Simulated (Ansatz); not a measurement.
Process, species as SMILES: N#C (CH-N) → N#[C] (C-N) + H atom
B3LYP-D3(BJ)/def2-TZVP geometries, fixed; electronic energies without zero-point terms.
Largest species:
```
C
N 1 1.1462
H 1 1.0667 2 180.00
```

Basis-set convergence of the bond dissociation energy at PBE0 with Ansatz (a program for electronic structure). Cartesian d functions, on some or all atoms, in 6-31G*; all else is spherical. The program fits the integrals of some runs and decomposes those of others, by size. Open shells are unrestricted. No added dispersion term, no relativity. Functions are those of the species that has most. Reference: the value in pcseg-4, 132.37 kcal/mol, itself unsure by roughly 0.02 kcal/mol (its mean distance from aug-pcseg-3, aug-cc-pVQZ, cc-pV5Z). Deviations are taken from unrounded values.

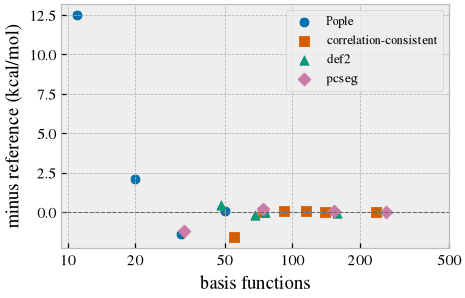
Fig. 1. Deviation from the reference against the number of basis functions, by family of sets.

```csv
basis,functions,bond dissociation energy (kcal/mol),minus reference (kcal/mol)
STO-3G,11,144.87,12.49
3-21G,20,134.46,2.09
6-31G*,32,131.01,-1.37
pcseg-1,33,131.15,-1.22
def2-SVPD,48,132.80,0.42
6-311+G**,50,132.47,0.10
aug-cc-pVDZ,55,130.78,-1.59
def2-TZVP,68,132.20,-0.18
cc-pVTZ,74,132.36,-0.02
pcseg-2,74,132.55,0.18
def2-TZVPP,76,132.41,0.03
jun-cc-pV(T+d)Z,92,132.42,0.04
aug-cc-pVTZ,115,132.43,0.05
cc-pVQZ,140,132.41,0.03
pcseg-3,153,132.43,0.06
def2-QZVPPD,159,132.34,-0.03
cc-pV5Z,237,132.38,0.01
pcseg-4,263,132.37,0.00
```
